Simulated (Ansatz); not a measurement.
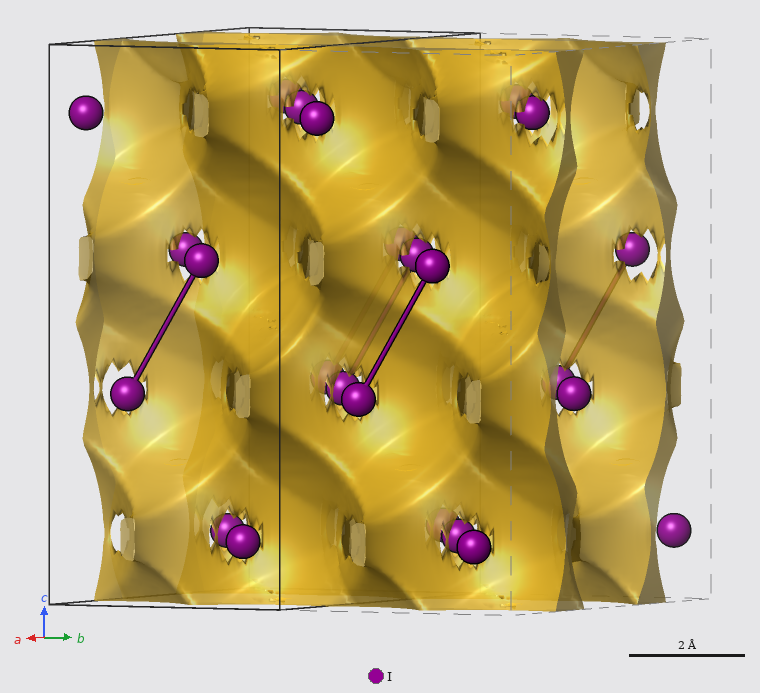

The yellow surface encloses the points that the centre of a probe sphere of radius 0.10 Å can occupy in I (Cmce), computed on a grid of about 0.16 Å (1×2×1 cells shown, view from a free direction; pale faces close the region where the box cuts it).

The atoms' radii are van der Waals radii (Alvarez): I 2.04 Å.

Source of the atomic positions: the geometry relaxed at fixed volume with DFT r2SCAN, scalar-relativistic, plane waves, PAW in Ansatz 0.2.0.

```
CELL_PARAMETERS angstrom
7.44594 0.00000 0.00000
0.00000 4.56176 0.00000
0.00000 0.00000 9.78297
ATOMIC_POSITIONS crystal
I 0.50000 0.66004 0.87943
I 0.50000 0.16004 0.62057
I 0.50000 0.33996 0.12057
I 0.50000 0.83996 0.37943
I 0.00000 0.16004 0.87943
I 0.00000 0.66004 0.62057
I 0.00000 0.83996 0.12057
I 0.00000 0.33996 0.37943
```

Describe the connectivity of the accessible space.

Where they connect, they form a three-dimensional network.

What share of the cell can the probe's centre reach?

About 16 % of the volume (52 Å³ of 332.3 Å³).

Give the largest included and the largest free sphere.

The largest sphere that fits anywhere has a diameter of 1.06 Å; the largest that can travel through the crystal, about 0.7 Å.

How does the connectivity change as the probe shrinks?

Below a radius of about 0.36 Å the space forms a two-dimensional network in layers parallel to (100). Below a radius of about 0.25 Å the space forms a three-dimensional network. These are grid estimates, good to about 0.05 Å.
